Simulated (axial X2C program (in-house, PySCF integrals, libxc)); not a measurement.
**Relativistic diatomic calculation, with input and output: ScF⁺**

- system: ScF⁺, single determinant with M_S = 1/2 and |Λ| = 0 (not the lowest found).
- method: PBE0, spin-free X2C-1e, Sc dyall-cv3z, F dyall-av3z (cores contracted) (axial X2C program (in-house, PySCF integrals, libxc))

## Summary

- outcome: converged
- bond length rₑ: 1.749 Å
- ωₑ: 766.5 cm⁻¹
- energy at the minimum: −863.75455 hartree
- depth below the fragments: 5.67 eV
- largest ⟨S²⟩ along the curve: 0.75
- hardware: 1 thread of INTEL XEON PLATINUM @ 2.30GHz (Emerald Rapids), 24 GiB of memory available, shared host
- wall time: 6 s
- peak memory: 0.6 GiB

## Remarks

To bear in mind: 9 of the 10 points asked for were kept.

## The input
```
{"zs": [21, 9], "q": 1, "bas": ["dyall-cv3z", "dyall-av3z"], "levels": ["PBE0", "HF", "BP86"], "cc": true, "r0": 2.12, "thr": -1.0, "nmax": 90, "npts": 10, "nst": 2, "ntry": 6}
```

The line is the task of a batch: nuclear charges, charge, bases, the levels to run, a first guess of the distance and further settings. This report covers PBE0 without spin-orbit coupling. The log is that of the reference distance 1.783 Å, started from orbitals converged before.

Launched within a batch (the task file carries these settings):
```bash
python <driver script> task.json out
```

## Log
```
spin-free X2C-1e  PBE0
basis functions 185  fitting functions 960  grid points 5077
iter        total energy     max residual
   1       -863.753983713     2.38e-05
   2       -863.753983716     1.70e-05
converged
one-electron -1289.45211152  Coulomb 418.88064416  exact exchange -12.05424539  xc functional -37.22164890  nuclear repulsion 56.09337794
```

## The points of the curve

```tsv
R (Å)	E (hartree)	dipole (D; origin at the first atom, positive when the second is positive)	highest filled (eV)	lowest empty (eV)
1.551	−863.724491	−1.90	−11.06	−9.01
1.623	−863.743768	−2.47	−11.21	−9.15
1.676	−863.751276	−2.89	−11.31	−9.23
1.730	−863.754326	−3.31	−11.41	−9.30
1.783	−863.753984	−3.71	−11.50	−9.34
1.845	−863.750418	−4.17	−11.60	−9.38
1.908	−863.744414	−4.60	−11.70	−9.41
1.988	−863.734328	−5.12	−11.83	−9.43
2.086	−863.719863	−5.70	−11.98	−9.47
```

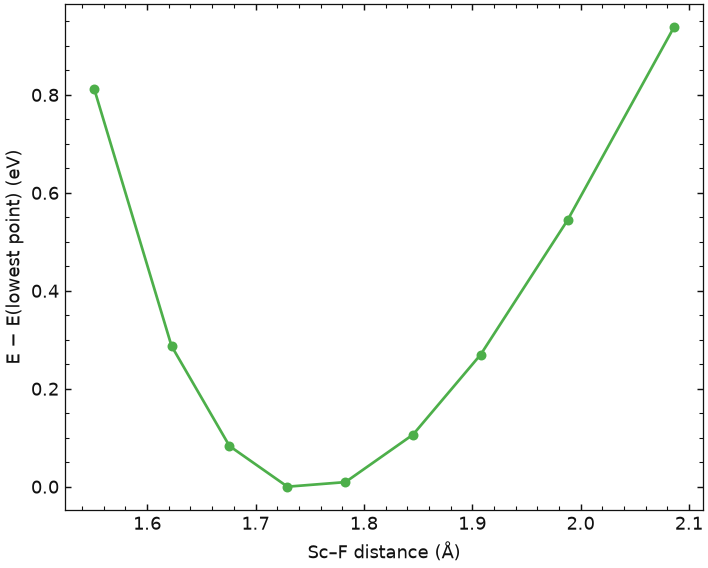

**Figure 1.** Energy at 9 bond lengths, for one set of occupations held fixed; the line joins the points. A polynomial of degree 6 through 9 points gives rₑ = 1.749 Å, ωₑ = 766.5 cm⁻¹, ωₑxₑ = 3.8 cm⁻¹ and Bₑ = 0.4124 cm⁻¹. The minimum lies 5.67 eV below Sc⁺ + F, each computed as one determinant at the same level.

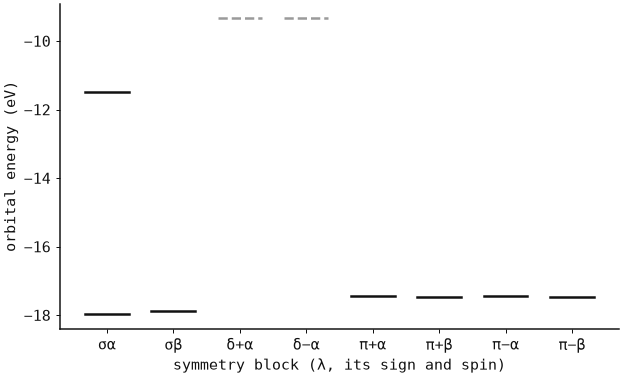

**Figure 2.** Orbital energies near the frontier at 1.78 Å, filled (solid) and empty (dashed); a label such as π−α means λ = −1 and α spin. The highest filled orbital (σα; 45 % Sc s, 38 % Sc d) lies at −11.50 eV, the lowest empty one (δ−α; 99 % Sc d) at −9.34 eV.
